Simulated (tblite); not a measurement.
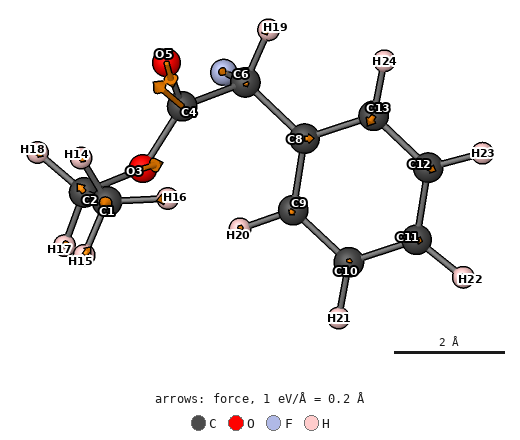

Starting geometry of C10H11FO2 with the computed forces as orange arrows. The picture is a ball-and-stick view, seen at a tilt.

The calculation used GFN2-xTB geometry optimisation, gas phase (tblite). 

Question: What follows when this structure is relaxed?

Answer: It isn't relaxed: the largest force vector, on a C atom, is 5.21 eV/Å. The final displacements have little in common with the starting forces (cosine between the two patterns 0.13). After 138 geometry steps the energy has fallen by 83.7 kJ/mol. An H atom moves most after the best rigid fit: 1.81 Å. Largest moves by element: H 1.81 Å, F 0.83 Å, C 0.52 Å, O 0.45 Å. Some distances before and after: C–O 1.266 → 1.203 Å, C–H 1.122 → 1.086 Å, C–O 1.354 → 1.322 Å, C–O 1.402 → 1.430 Å. Among the angles between lasting bonds that change: O–C–C 124.6° → 111.3°, C–O–C 125.9° → 117.1°, O–C–C 115.0° → 122.7°. Groups turn about C–C by about 45°, C–C by about 35°, C–C by about 35°.
